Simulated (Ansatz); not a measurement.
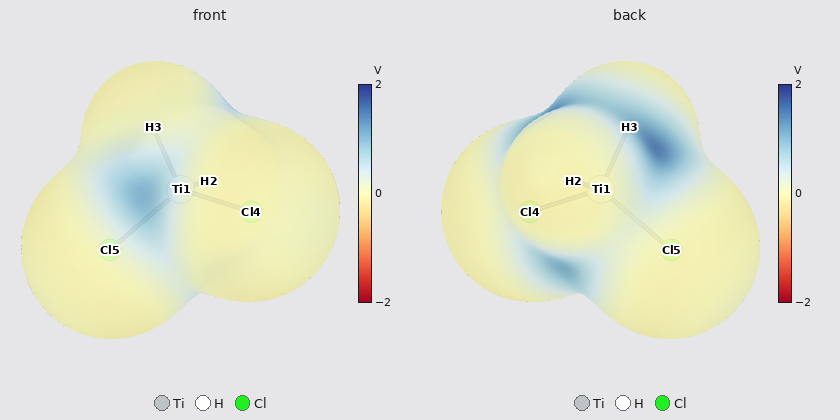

Figure 1: Cl₂H₂Ti (TiH2Cl2). The molecular electrostatic potential painted on the density surface at 0.001 e/bohr³, seen from the front and from behind; red is negative and blue positive.

Geometry: r2SCAN-D4/def2-TZVP.

Theory: RKS PBE0-D4/def2-TZVP (Ansatz 0.2.0).

```yaml
atoms:
  - { symbol: Ti, position_ang: [0.0506, -0.0002, 0.0354] }
  - { symbol: H, position_ang: [0.0446, -0.0157, 1.7226] }
  - { symbol: H, position_ang: [1.6336, 0.0095, -0.5485] }
  - { symbol: Cl, position_ang: [-0.8696, 1.8613, -0.5877] }
  - { symbol: Cl, position_ang: [-0.8593, -1.8550, -0.6218] }
```

### Which sites attract a positive test charge, and which a negative one?

A positive charge is drawn to the negative regions and a negative charge to the positive ones. The most negative region (about −0.1 V) lies over H2, H3, Cl4 and Cl5, the most positive (about +1.5 V) over Ti1.
